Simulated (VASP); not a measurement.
Band structure of Cu2O (cuprite). All values below come from optB88-vdW, VASP's PBE PAW potentials (set 64) (plane waves; VASP).

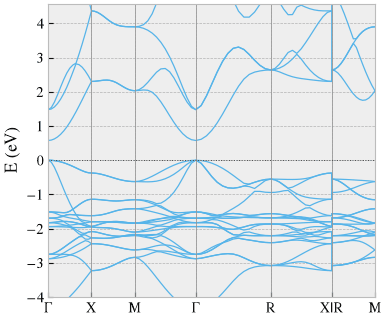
Figure: Bands along high-symmetry lines, zero at the valence-band maximum or, without a gap, the Fermi level

Read the plot: is there a gap, and where are the band edges?

The gap is direct, 0.58 eV, from the valence maximum at Γ to the conduction minimum at Γ. (Edges off the drawn lines would not show.)

Measured: gap 2.20 eV (computed value off by -1.62 eV), as given by Wei Chen et al., Physical Review Materials (2018), doi:10.1103/physrevmaterials.2.073803 [zero-point renormalisation of 0.03 eV added back (the table's ZPR column)].

The compound is Cu2O in the cuprite structure. It was relaxed first.
